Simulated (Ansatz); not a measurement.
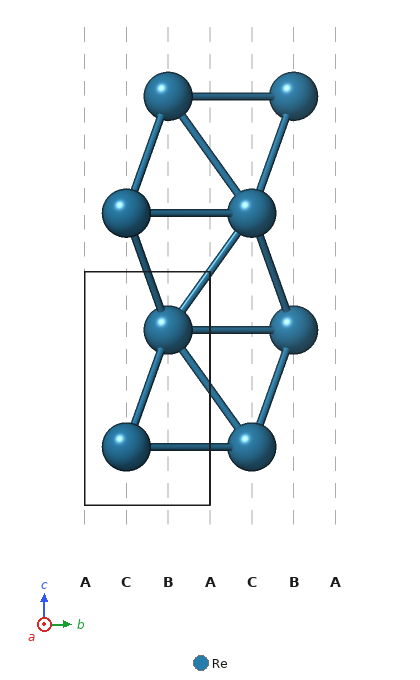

Projection along an edge of the hexagonal mesh, stacking direction c upwards. The dashed lines mark the three columns A (0, 0), B (1/3, 2/3) and C (2/3, 1/3). The sequence starts with the first layer at or above the cell's origin.

Re (space group P6_3/mmc, No. 194). Coordinates: the geometry relaxed with DFT LDA, scalar-relativistic, plane waves, PAW (Ansatz).

**Read off the stacking sequence over one period.**

Re(C) – Re(B) (two layers in 4.42 Å).

**Taking all atoms as equal spheres, what packing is it?**

As equal spheres, CB: hexagonal close packing.

**What short polytype symbol fits?**

Polytype symbol 2H, Ramsdell's symbol (number of layers in the repeat and lattice).
